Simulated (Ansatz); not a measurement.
# Alloy of AlN and BN (6 of 48 Al sites exchanged), 96 atoms

How does this alloy cell relax, and what gap do PBEsol and r²SCAN give?

All numbers are computed with Ansatz 0.2.0 (PAW, plane waves).

## Step 1: The starting cell

96 atoms (42 Al, 6 B, 48 N); a = 9.135 Å, b = 10.548 Å, c = 9.780 Å, α = 90.00°, β = 90.00°, γ = 90.00°. All atoms were shaken off their sites by about 0.02 Å along each axis.

Plan of the steps: (2) PBEsol cell relaxation at the single k point (¼, ¼, ¼), on 1 × NVIDIA H100 80GB HBM3 with 2 threads of AMD EPYC 7R13; (3) r²SCAN single point at the single k point (¼, ¼, ¼), on 1 × NVIDIA H100 80GB HBM3 with 2 threads of AMD EPYC 7R13.

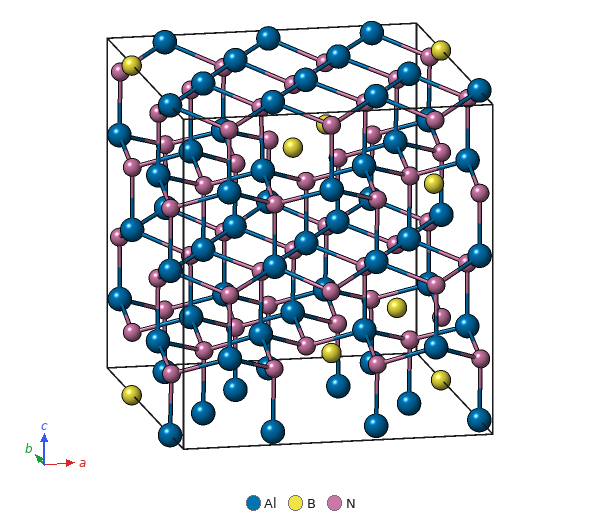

Start, viewed slightly off an axis; aluminium blue, boron yellow, nitrogen pink. Atoms on faces are repeated.

## Step 2: Relaxing cell and atoms with PBEsol

File in.yaml:

```yaml
crystal:
  lattice:
    - [9.135233, 0.000000, 0.000000]
    - [0.000000, 10.548458, 0.000000]
    - [0.000000, 0.000000, 9.779800]
  atoms:
    - { symbol: Al, position: [0.169535, 0.079837, 0.247094] }
    - { symbol: Al, position: [0.168545, 0.084009, 0.751178] }
    - { symbol: Al, position: [0.999200, 0.331767, 0.246145] }
    - { symbol: Al, position: [0.000654, 0.333631, 0.748467] }
    - { symbol: Al, position: [0.499055, 0.079852, 0.744842] }
    - { symbol: Al, position: [0.331923, 0.331860, 0.251935] }
    - { symbol: Al, position: [0.337554, 0.329062, 0.748505] }
    - { symbol: Al, position: [0.168550, 0.584340, 0.249167] }
    - { symbol: Al, position: [0.166988, 0.581067, 0.752557] }
    - { symbol: Al, position: [0.999769, 0.835099, 0.249475] }
    - { symbol: Al, position: [0.998573, 0.834562, 0.746863] }
    - { symbol: Al, position: [0.836814, 0.082087, 0.250869] }
    - { symbol: Al, position: [0.667307, 0.334443, 0.248072] }
    - { symbol: Al, position: [0.665286, 0.330697, 0.747929] }
    - { symbol: Al, position: [0.495938, 0.581053, 0.249804] }
    - { symbol: Al, position: [0.337247, 0.831570, 0.249730] }
    - { symbol: Al, position: [0.332851, 0.832138, 0.745989] }
    - { symbol: Al, position: [0.828428, 0.581940, 0.751008] }
    - { symbol: Al, position: [0.663135, 0.832626, 0.249209] }
    - { symbol: Al, position: [0.998571, 0.166420, 0.500217] }
    - { symbol: Al, position: [0.997565, 0.166880, 0.001766] }
    - { symbol: Al, position: [0.336838, 0.169800, 0.496373] }
    - { symbol: Al, position: [0.329202, 0.163289, 0.997517] }
    - { symbol: Al, position: [0.166121, 0.415502, 0.495369] }
    - { symbol: Al, position: [0.166985, 0.419251, 0.998316] }
    - { symbol: Al, position: [0.998524, 0.668081, 0.500959] }
    - { symbol: Al, position: [0.663980, 0.163525, 0.497787] }
    - { symbol: Al, position: [0.664096, 0.166773, 0.999534] }
    - { symbol: Al, position: [0.499488, 0.416459, 0.499857] }
    - { symbol: Al, position: [0.497863, 0.416247, 0.994996] }
    - { symbol: Al, position: [0.328856, 0.664640, 0.496483] }
    - { symbol: Al, position: [0.332120, 0.666351, 0.000752] }
    - { symbol: Al, position: [0.170285, 0.920149, 0.497625] }
    - { symbol: Al, position: [0.165643, 0.916411, 0.001115] }
    - { symbol: Al, position: [0.831095, 0.415077, 0.496916] }
    - { symbol: Al, position: [0.832052, 0.417252, 0.997739] }
    - { symbol: Al, position: [0.661951, 0.665979, 0.495810] }
    - { symbol: Al, position: [0.664505, 0.665002, 0.996872] }
    - { symbol: Al, position: [0.500069, 0.916170, 0.502033] }
    - { symbol: Al, position: [0.500778, 0.918253, 0.996743] }
    - { symbol: Al, position: [0.831054, 0.916807, 0.495910] }
    - { symbol: Al, position: [0.835060, 0.915621, 0.998526] }
    - { symbol: B, position: [0.498851, 0.082206, 0.248685] }
    - { symbol: B, position: [0.830816, 0.084045, 0.746813] }
    - { symbol: B, position: [0.497983, 0.585184, 0.747815] }
    - { symbol: B, position: [0.834547, 0.584868, 0.246403] }
    - { symbol: B, position: [0.666360, 0.831530, 0.749723] }
    - { symbol: B, position: [0.996602, 0.665610, 0.999693] }
    - { symbol: N, position: [0.001762, 0.165661, 0.187687] }
    - { symbol: N, position: [0.999059, 0.165082, 0.690326] }
    - { symbol: N, position: [0.333806, 0.166891, 0.187841] }
    - { symbol: N, position: [0.336134, 0.165221, 0.687596] }
    - { symbol: N, position: [0.168463, 0.413467, 0.189205] }
    - { symbol: N, position: [0.168875, 0.415918, 0.689311] }
    - { symbol: N, position: [0.997276, 0.661037, 0.191506] }
    - { symbol: N, position: [0.998737, 0.666567, 0.690397] }
    - { symbol: N, position: [0.667025, 0.164330, 0.186555] }
    - { symbol: N, position: [0.667571, 0.164868, 0.685726] }
    - { symbol: N, position: [0.499563, 0.414547, 0.187867] }
    - { symbol: N, position: [0.498023, 0.413934, 0.688010] }
    - { symbol: N, position: [0.332090, 0.667858, 0.189073] }
    - { symbol: N, position: [0.333771, 0.666522, 0.686749] }
    - { symbol: N, position: [0.164821, 0.917080, 0.188730] }
    - { symbol: N, position: [0.166698, 0.915415, 0.690425] }
    - { symbol: N, position: [0.834922, 0.417640, 0.190732] }
    - { symbol: N, position: [0.835311, 0.416050, 0.688121] }
    - { symbol: N, position: [0.661726, 0.664123, 0.186352] }
    - { symbol: N, position: [0.664899, 0.669126, 0.688130] }
    - { symbol: N, position: [0.500073, 0.916069, 0.188177] }
    - { symbol: N, position: [0.503482, 0.919385, 0.688120] }
    - { symbol: N, position: [0.831735, 0.917400, 0.190320] }
    - { symbol: N, position: [0.837336, 0.916155, 0.689403] }
    - { symbol: N, position: [0.169285, 0.082510, 0.439412] }
    - { symbol: N, position: [0.167996, 0.085377, 0.939965] }
    - { symbol: N, position: [0.999951, 0.334510, 0.436196] }
    - { symbol: N, position: [0.001587, 0.330592, 0.937323] }
    - { symbol: N, position: [0.496509, 0.080007, 0.436140] }
    - { symbol: N, position: [0.499194, 0.082949, 0.939499] }
    - { symbol: N, position: [0.333547, 0.334312, 0.441325] }
    - { symbol: N, position: [0.332829, 0.334589, 0.938911] }
    - { symbol: N, position: [0.166148, 0.584054, 0.436468] }
    - { symbol: N, position: [0.167059, 0.581388, 0.939028] }
    - { symbol: N, position: [0.997840, 0.831520, 0.438251] }
    - { symbol: N, position: [0.000369, 0.829053, 0.939908] }
    - { symbol: N, position: [0.836831, 0.082816, 0.439138] }
    - { symbol: N, position: [0.834411, 0.085534, 0.938998] }
    - { symbol: N, position: [0.668306, 0.330988, 0.442242] }
    - { symbol: N, position: [0.670993, 0.333150, 0.938475] }
    - { symbol: N, position: [0.500229, 0.581094, 0.438052] }
    - { symbol: N, position: [0.499346, 0.583524, 0.939501] }
    - { symbol: N, position: [0.336176, 0.830082, 0.438926] }
    - { symbol: N, position: [0.336042, 0.836418, 0.936708] }
    - { symbol: N, position: [0.831862, 0.586053, 0.438035] }
    - { symbol: N, position: [0.835345, 0.584462, 0.939831] }
    - { symbol: N, position: [0.667302, 0.828460, 0.441620] }
    - { symbol: N, position: [0.664484, 0.834925, 0.935976] }
  symmetry: { detect: false }
kpoints:
  mp_grid: { grid: [1, 1, 1], shift: [0.25, 0.25, 0.25] }
hamiltonian:
  xc: pbesol
scf:
  occupations: { method: fermi_dirac, width: 0.01 }
relax:
  f_tol: 0.03
  max_steps: 80
  escape_saddle: false
  adjacent_minimum: "off"
  cell: { fix: [alpha, beta, gamma] }
output:
  forces: true
  eigenvalues: true
  populations: true
```

Started as:

```sh
$ ansatz run in.yaml --threads 2 --pin off --max-ram 30400MiB --runs-dir r --events-out ev --progress --plain --backend cuda --devices 0, --max-vram 18GiB
```

The log of the run:

```text
Pseudopotentials: kind: paw
Functional definition: PBEsol
  exchange = pbesol_x
  correlation = pbesol_c
Crystal: 96 atoms, lattice volume = 942.407 Å³
Basis set: ecut = 420 eV, 18425 PW (Γ), exchange–correlation on 128×144×144 points (8 copies of the dense FFT grid, shifted against one another)
Bands: 288, of which v1, the nominal top of the filled ones, is band 192 counted from 1 (191 counted from 0)
Symmetry: 1 space group operations
k-points: 1
Non-local potential: Al, projectors of the file, l = 0: 2, l = 1: 2, l = 2: 1
Non-local potential: B, projectors of the file, l = 0: 2, l = 1: 2, l = 2: 1
Non-local potential: N, projectors of the file, l = 0: 2, l = 1: 2, l = 2: 1
PAW form: soft (Blöchl's): semilocal exchange-correlation on the pseudo side does not see the compensation charge
PAW frozen core: Al, regenerated for the run's functional, and the local potential with it (the file was generated under x = pbe(κ = 0.804, μ = 0.2195149727645171), c = pbe(β = 0.06672455060314922))
PAW frozen core: B, regenerated for the run's functional, and the local potential with it (the file was generated under x = pbe(κ = 0.804, μ = 0.2195149727645171), c = pbe(β = 0.06672455060314922))
PAW frozen core: N, regenerated for the run's functional, and the local potential with it (the file was generated under x = pbe(κ = 0.804, μ = 0.2195149727645171), c = pbe(β = 0.06672455060314922))
PAW one-centre angular grid: Al, 110 points (default); XC on 64 Gauss nodes
PAW one-centre angular grid: B, 110 points (default); XC on 64 Gauss nodes
PAW one-centre angular grid: N, 110 points (default); XC on 64 Gauss nodes
Initial density: superposition of atomic densities (neutral atoms: chi_scale 0, normalization atom), corrected by the library's trained network
Initial wavefunctions: pseudopotential atomic-orbital guess
Functional: x = pbesol(κ = 0.804, μ = 0.12345679012345678), c = pbesol(β = 0.046)
SCF iter   1: F=—  HF=-41233.312507 eV  |F-HF|=—  |Δ(HF+E_count)|=         —  Δρ=1.04e-2  dr2=1.08e0  ethr=1.77e-3  ⟨swp⟩=6.0  Hψ=1316  notcnv=0  defer=35
preconditioner: auto → Resta (q_TF=auto, 2.349 Å⁻¹)  ε∞=4.3  [insulator: Δε(μ)=4.819 eV  Ē_g=13.147 eV  σ=0.010 eV  W_gap=1.00  n_scr=206 (ndim 8)  ℏωp=23.7 eV  f_vac=0.000  D(μ)=0.00/eV (n_scr^D=0)  ε∞_Penn≈4.3]
SCF iter   2: F=—  HF=-41233.025489 eV  |F-HF|=—  |Δ(HF+E_count)|=   2.87e-1  Δρ=3.30e-3  dr2=1.38e-1  ethr=2.82e-4  ⟨swp⟩=3.0  Hψ=490  notcnv=0  defer=92
SCF iter   3: F=—  HF=-41232.990288 eV  |F-HF|=—  |Δ(HF+E_count)|=   3.52e-2  Δρ=7.78e-4  dr2=7.52e-3  ethr=3.59e-5  ⟨swp⟩=2.0  Hψ=344  notcnv=0  defer=92
SCF iter   4: F=—  HF=-41232.988212 eV  |F-HF|=—  |Δ(HF+E_count)|=   2.08e-3  Δρ=1.14e-4  dr2=2.53e-4  ethr=1.96e-6  ⟨swp⟩=2.0  Hψ=284  notcnv=0  defer=92
SCF iter   5: F=—  HF=-41232.988817 eV  |F-HF|=—  |Δ(HF+E_count)|=   6.05e-4  Δρ=3.95e-5  dr2=2.21e-5  ethr=6.59e-8  ⟨swp⟩=2.0  Hψ=317  notcnv=0  defer=92
SCF iter   6: F=—  HF=-41232.987283 eV  |F-HF|=—  |Δ(HF+E_count)|=   1.53e-3  Δρ=9.98e-6  dr2=9.66e-7  ethr=5.76e-9  ⟨swp⟩=2.0  Hψ=480  notcnv=0  defer=92
SCF iter   7: F=-41232.987283 eV  HF=-41232.987283 eV  |F-HF|=4.18e-8  |Δ(HF+E_count)|=   1.37e-7  Δρ=2.30e-6  dr2=7.16e-8  ethr=2.60e-11  ⟨swp⟩=15.0  Hψ=1687  notcnv=0
SCF 1 converged in 7 iterations: F = -41232.987283 eV  dr2 = 7.16e-8
relax step   1: F+E_penalty+E_count = -41232.98728265 eV  Δ(F+E_penalty+E_count) = +0.000e0 eV  max|allowed force component| = 3.828e0 eV/Å  Δτ_max = 0.0000 Å  P = +4.062 GPa  Ω = 942.407 Å³  fix = [alpha, beta, gamma]  reactions: alpha -0.017, beta -0.535, gamma -0.713 GPa/rad  (7 SCF iters, dr2 threshold 1.00e-7 eV, accepted)
[... 14 lines left out ...]
relax step   2: F+E_penalty+E_count = -41240.44814821 eV  Δ(F+E_penalty+E_count) = -7.461e0 eV  max|allowed force component| = 2.066e0 eV/Å  Δτ_max = 0.1694 Å  P = +2.343 GPa  Ω = 937.680 Å³  energy of the carried Pulay correction = +1.607e-2 eV  fix = [alpha, beta, gamma]  reactions: alpha -0.257, beta -0.227, gamma -0.393 GPa/rad  (7 SCF iters, dr2 threshold 9.60e-6 eV, accepted)
[... 5 lines left out ...]
relax step   3: F+E_penalty+E_count = -41242.52011734 eV  Δ(F+E_penalty+E_count) = -2.072e0 eV  max|allowed force component| = 1.715e0 eV/Å  Δτ_max = 0.2000 Å  P = +0.247 GPa  Ω = 943.123 Å³  energy of the carried Pulay correction = -2.427e-3 eV  fix = [alpha, beta, gamma]  reactions: alpha -0.407, beta +0.233, gamma +0.119 GPa/rad  (6 SCF iters, dr2 threshold 9.60e-6 eV, accepted)
[... 3 lines left out ...]
relax step   4: F+E_penalty+E_count = -41242.77834039 eV  Δ(F+E_penalty+E_count) = -2.582e-1 eV  max|allowed force component| = 6.204e-1 eV/Å  Δτ_max = 0.1634 Å  P = +0.069 GPa  Ω = 943.374 Å³  energy of the carried Pulay correction = -3.275e-3 eV  fix = [alpha, beta, gamma]  reactions: alpha -0.361, beta +0.203, gamma +0.068 GPa/rad  (6 SCF iters, dr2 threshold 9.60e-6 eV, accepted)
[... 6 lines left out ...]
relax step   5: F+E_penalty+E_count = -41242.88057994 eV  Δ(F+E_penalty+E_count) = -1.022e-1 eV  max|allowed force component| = 7.601e-2 eV/Å  Δτ_max = 0.0353 Å  P = -0.003 GPa  Ω = 943.689 Å³  energy of the carried Pulay correction = -4.344e-3 eV  fix = [alpha, beta, gamma]  reactions: alpha -0.347, beta +0.242, gamma +0.080 GPa/rad  (5 SCF iters, dr2 threshold 9.60e-6 eV, accepted)
[... 9 lines left out ...]
relax step   6: F+E_penalty+E_count = -41242.88343813 eV  Δ(F+E_penalty+E_count) = -2.858e-3 eV  max|allowed force component| = 2.467e-2 eV/Å  Δτ_max = 0.0104 Å  P = +0.000 GPa  Ω = 943.643 Å³  energy of the carried Pulay correction = -4.188e-3 eV  fix = [alpha, beta, gamma]  reactions: alpha -0.335, beta +0.246, gamma +0.081 GPa/rad  (5 SCF iters, dr2 threshold 3.61e-7 eV, accepted)
[... 9 lines left out ...]
relax step   7: F+E_penalty+E_count = -41242.88859569 eV  Δ(F+E_penalty+E_count) = -5.158e-3 eV  max|allowed force component| = 2.462e-2 eV/Å  Δτ_max = 0.0000 Å  P = +0.023 GPa  Ω = 943.643 Å³  fix = [alpha, beta, gamma]  reactions: alpha -0.330, beta +0.243, gamma +0.083 GPa/rad  stress off target by 3.32e-2 GPa on what of the cell is left free  SCF on the basis re-selected at this cell (its ener [...]
SCF converged after 5 iterations
Free energy (F): -41242.888596 eV
Harris-Foulkes:  -41242.888596 eV  (|F-HF|=6.55e-11)
Internal energy: -41242.888596 eV  (E = F + TS)
E sigma→0 (E₀):  -41242.888596 eV
Fermi energy:    9.765305 eV
--- Per-component energies (eV) ---
  E_band       = 746.285010
  E_kinetic    = 7753.148217
  E_local      = -10784.627261  (includes V_loc(G=0)·N_el)
  E_nonlocal   = 2680.259561
  E_hartree    = 3705.700276
  E_xc         = -4779.855870
  E_vxc        = -5200.555329  (∫ρ·V_xc dr)
  E_paw        = -25456.524738  (= ΣΔE_a)
  E_vpaw       = -1113.345332  (= ΣTr[D̂ρ^β])
  E_aug_tail   = 0.004509  (compensation charges beyond the density's cutoff)
  E_ewald      = -14363.234138
  E_core_change = 2.240848  (= ΣΔE_core)
  E_smearing   = -0.000000  (= −TS)
  E_closure    = 0.000000  (closes the sum)
  Σ components = -41242.888596   (vs F -41242.888596, Δ=0.00e0)
--- Forces (eV/Å), atoms counted from 1 ---
  atom   1  Al    -0.00100473     0.00606754    -0.00435882
  atom   2  Al     0.00027405     0.00223949     0.00181856
[... 8 atoms left out ...]
  atom  11  Al    -0.01120969     0.00511685    -0.00218513
[... 6 atoms left out ...]
  atom  18  Al     0.00866396     0.00082656     0.00947108
[... 18 atoms left out ...]
  atom  37  Al     0.00162103     0.00653039    -0.00885714
[... 4 atoms left out ...]
  atom  42  Al    -0.00381153     0.01060689    -0.00015130
[... 1 atom left out ...]
  atom  44  B      0.00838855    -0.00547158    -0.00747917
  atom  45  B     -0.02462423    -0.00958925     0.00973882
[... 1 atom left out ...]
  atom  47  B      0.00047198    -0.01943575    -0.00323282
[... 20 atoms left out ...]
  atom  68  N      0.00976053     0.00749104    -0.00504245
[... 28 atoms left out ...]
  max |Σ_I F_I| component: 1.31e-5 eV/Å
--- Stress (GPa, compression-positive) ---
        0.033170      -0.082641      -0.243212
       -0.082643       0.021780       0.329935
       -0.243212       0.329921       0.014327
  P = ⅓ Tr σ = 0.0231 GPa (0.231 kbar)
--- Band table (eV) ---
  k-point 0: bands = [... 180 lower levels ..., "6.8169", "6.8199", "6.8646", "6.9101", "6.9457", "6.9965", "7.0326", "7.0850", "7.1367", "7.2035", "7.2710", "7.3297", "12.2008", "12.2796", "12.4247", "12.5543", "12.5956", "12.7016", "12.7430", "12.7620", "12.8237", "12.8913", "12.9743", "13.0452", ... 84 higher levels ...]
--- Relaxed structure (6 steps of the walk, 6 accepted, 1 SCFs on fresh bases) ---
  F+E_penalty+E_count = -41242.88859569 eV   max|allowed force component| = 2.462e-2 eV/Å   (the final SCF, on the basis selected at the relaxed cell)
  cell:  # Å, volume = 943.6431 Å³
    - [9.150284062182429, -7.383907035484166e-144, -2.6460954716067646e-111]
    - [-8.526201054719594e-144, 10.552397495172567, 9.30705278994953e-143]
    - [-2.8327996114844404e-111, 8.628855030294325e-143, 9.772867915139736]
  atoms:
    - { symbol: Al, position: [0.1664018579855275, 0.08124547106337102, 0.24865423029196945] }
    - { symbol: Al, position: [0.1653144988370137, 0.07969042555018253, 0.7489294075125477] }
[... 94 atoms left out; the next input holds them all, rounded ...]
--- Löwdin populations: 96 sites ---
  site symbol       q [e]
     0     Al      1.9174
     1     Al      1.9307
[... 94 atoms left out ...]
  spilling = 0.007579 (of n_electrons = 384.000000)
```

Wall time 23 s (1 × NVIDIA H100 80GB HBM3 with 2 threads of AMD EPYC 7R13, shared host); peak host memory 1.4 GiB.

The walk (solves on a freshly chosen basis count as rows, and their energies jump a little):

```csv
accepted step,energy change (eV),largest force component (eV/Å),SCF cycles,pressure (GPa)
1,0.000,3.828,7,4.06
2,-7.461,2.066,7,2.34
3,-9.533,1.715,6,0.25
4,-9.791,0.620,6,0.07
5,-9.893,0.076,5,0.00
6,-9.896,0.025,5,0.00
7,-9.901,0.025,5,0.02
```

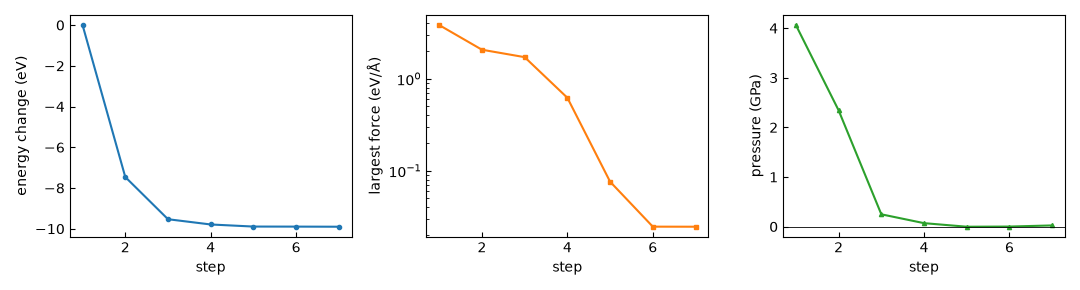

Energy, largest force component and pressure along the relaxation.

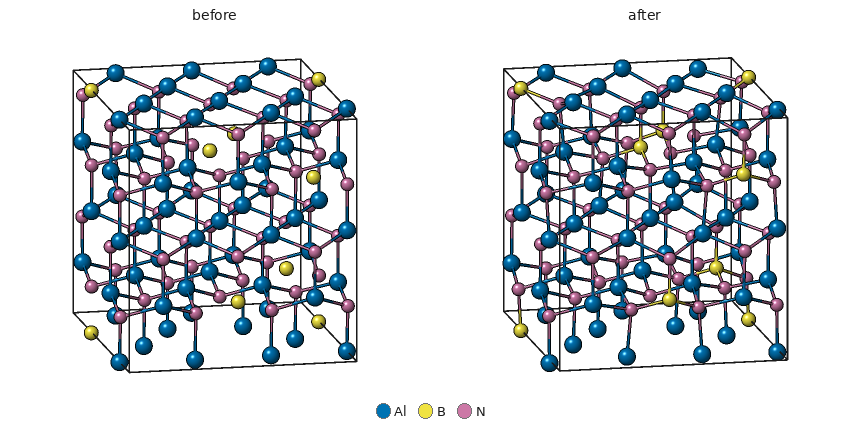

Before and after, at one scale.

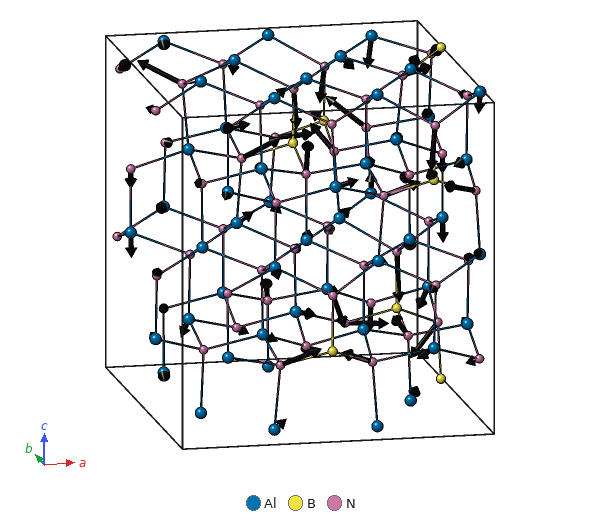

The relaxed cell; black arrows show the larger shifts of the atoms, drawn 6 times longer.

|  | before | after | change |
| --- | --- | --- | --- |
| a (Å) | 9.135 | 9.150 | +0.16 % |
| b (Å) | 10.548 | 10.552 | +0.04 % |
| c (Å) | 9.780 | 9.773 | -0.07 % |
| volume (Å³/atom) | 9.817 | 9.830 | +0.13 % |

Bond lengths by pair after relaxation (within a distance cut, which drops stretched bonds):

| pair | count | mean (Å) | spread (Å) | least | most |
| --- | --- | --- | --- | --- | --- |
| Al–N | 168 | 1.887 | 0.028 | 1.838 | 1.962 |
| B–N | 24 | 1.664 | 0.052 | 1.591 | 1.787 |

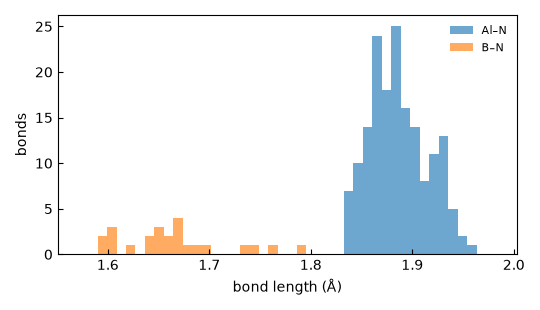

Spread of the bond lengths.

Top filled level 7.330 eV, lowest empty level 12.201 eV: 4.87 eV apart at the single k point (¼, ¼, ¼).

[end of part 1 of 2]
